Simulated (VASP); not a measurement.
Band structure of Yb (fcc). Calculation: PBEsol GGA, VASP's PBE PAW potentials (set 64) (plane waves; VASP).

The 4f electrons are frozen in the core of the lanthanide potential, so 4f levels, which can set the real gap, and their magnetism are missing.

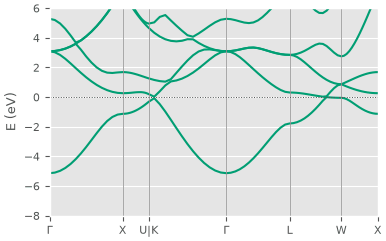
Fig. 1. Bands along high-symmetry lines, zero at the valence-band maximum or, without a gap, the Fermi level

### Question
Read the plot: is there a gap, and where are the band edges?

### Answer
The gap is indirect, 0.03 eV, from the valence maximum at L-W at 0.71 to the conduction minimum at K-Γ at 0.07. (Edges off the drawn lines would not show.)

The compound is Yb in the fcc structure. It was relaxed first, which changed the volume by -11 %.
